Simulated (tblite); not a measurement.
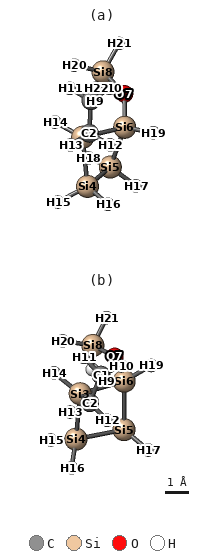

The structure of C₂H₁₄OSi₅ before (top) and after (bottom) a relaxation, at one scale.

The picture is a ball-and-stick view, seen from a free direction.

The calculation used GFN2-xTB geometry optimisation, gas phase (tblite 0.8.0). 

> Describe what moved and what it gained.

The largest move after the best rigid fit is that of H18, 1.73 Å. Largest moves by element: H 1.73 Å, Si 0.86 Å, C 0.72 Å, O 0.53 Å. Some distances before and after: Si3–Si6 2.279 → 2.365 Å, Si3–Si4 2.298 → 2.376 Å, Si4–Si5 2.288 → 2.366 Å, Si5–Si6 2.295 → 2.360 Å. Among the angles between lasting bonds that change: O7–Si6–H19 112.0° → 98.1°, Si3–Si6–H19 113.0° → 126.4°, Si5–Si6–H19 113.7° → 125.3°. Groups turn about Si3–Si4 by about 40°, Si4–Si5 by about 40°. Over 258 geometry steps the energy falls by 17.8 kcal/mol. The run took 13 s on 1 thread of Intel(R) Xeon(R) Processor @ 2.50GHz, on a shared host.
